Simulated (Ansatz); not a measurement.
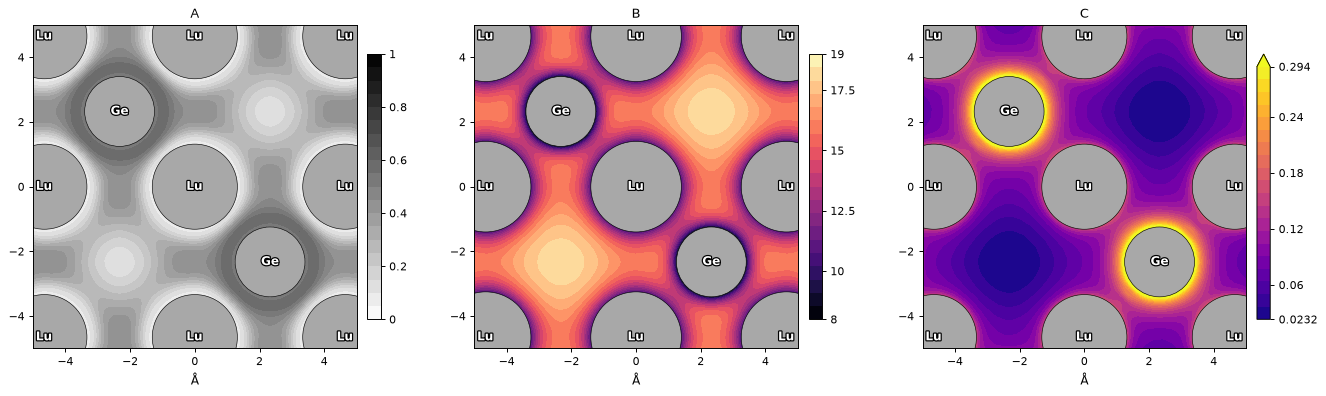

Lu6Ge: 3 fields on the (010) plane of the conventional cell, with unlabelled colour scales. Grey discs cover the atomic cores.

Space group Fm-3m; a structure generated by program, which may or may not match a known phase.

These are results of Ansatz, DFT PBE, scalar-relativistic, plane waves, PAW, not measurements.

Match the panels to the quantities (electron localisation function, electrostatic potential energy of an electron and valence pseudo-density).

Panel A: electron localisation function. Panel B: electrostatic potential energy of an electron (low next to the atoms, rising into the space between them). Panel C: valence pseudo-density. From the grid: Lu–Ge (3.29 Å): ρ is about 0.15 e/Å³ halfway; the ELF peaks at about 0.60 in the valence shell of Ge, 1.3 Å from its nucleus, and drops to about 0.10 between the two atoms: no shared electron pair shows on this line.
